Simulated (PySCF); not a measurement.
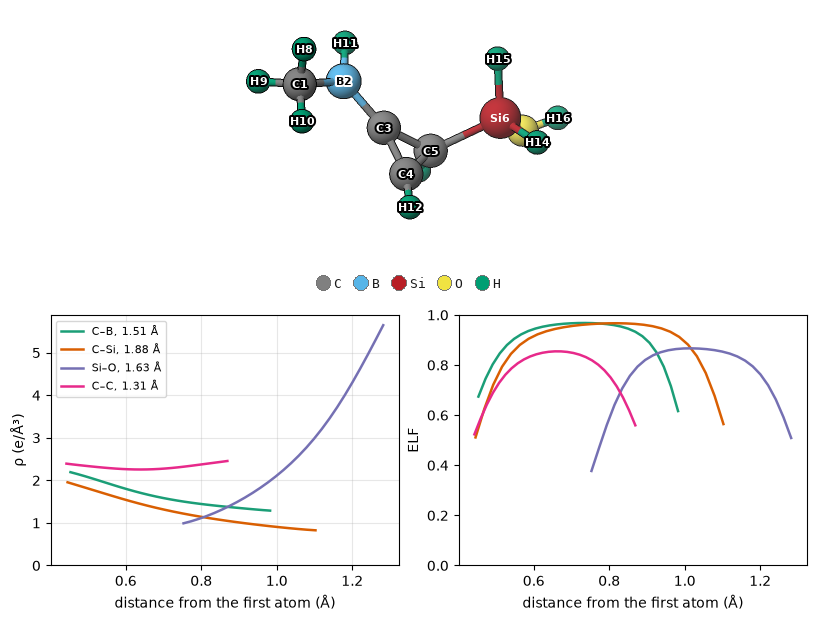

The picture shows: C$_{4}$H$_{9}$BOSi. Electron density and electron localisation function along straight lines between neighbouring atoms. The curves leave out the atomic cores. The structure is drawn too.

Geometry: GFN2-xTB.

Level of theory: PBE0/pcSseg-1, SCF density, in a methanol solvent model, non-relativistic (PySCF).

```yaml
atoms:
  - { symbol: C, position_ang: [-3.0577, -0.4530, -0.1737] }
  - { symbol: B, position_ang: [-1.7493, 0.3329, 0.2239] }
  - { symbol: C, position_ang: [-0.4431, 0.0249, -0.4713] }
  - { symbol: C, position_ang: [0.2867, -0.6949, -1.2902] }
  - { symbol: C, position_ang: [1.0394, 0.3979, -0.6152] }
  - { symbol: Si, position_ang: [2.2645, 0.0346, 0.7594] }
  - { symbol: O, position_ang: [3.3560, 1.2305, 0.5889] }
  - { symbol: H, position_ang: [-3.4760, -0.9603, 0.6953] }
  - { symbol: H, position_ang: [-3.8317, 0.2360, -0.5108] }
  - { symbol: H, position_ang: [-2.9104, -1.1949, -0.9540] }
  - { symbol: H, position_ang: [-1.7927, 1.1552, 1.0600] }
  - { symbol: H, position_ang: [0.3971, -1.5119, -1.9630] }
  - { symbol: H, position_ang: [1.2587, 1.2794, -1.2164] }
  - { symbol: H, position_ang: [2.9155, -1.2729, 0.6014] }
  - { symbol: H, position_ang: [1.6436, 0.0843, 2.0870] }
  - { symbol: H, position_ang: [4.0994, 1.3122, 1.1786] }
```

Question: What can be read from the curves?

Answer: C–B (1.51 Å): ρ is about 1.5 e/Å³ halfway; the ELF peaks at about 0.95 between the atoms (a covalent bond).
C–Si (1.88 Å): the density is about 0.97 e/Å³ at the midpoint; the ELF peaks at about 0.95 between the atoms; localised, covalent bonding.
Si–O (1.63 Å): the density is about 1.2 e/Å³ at the midpoint; the ELF peaks at about 0.85 between the atoms; a short, strongly polar bond.
C–C (1.31 Å): ρ at the midpoint is about 2.3 e/Å³; the ELF peaks at about 0.85 between the atoms (a multiple bond).
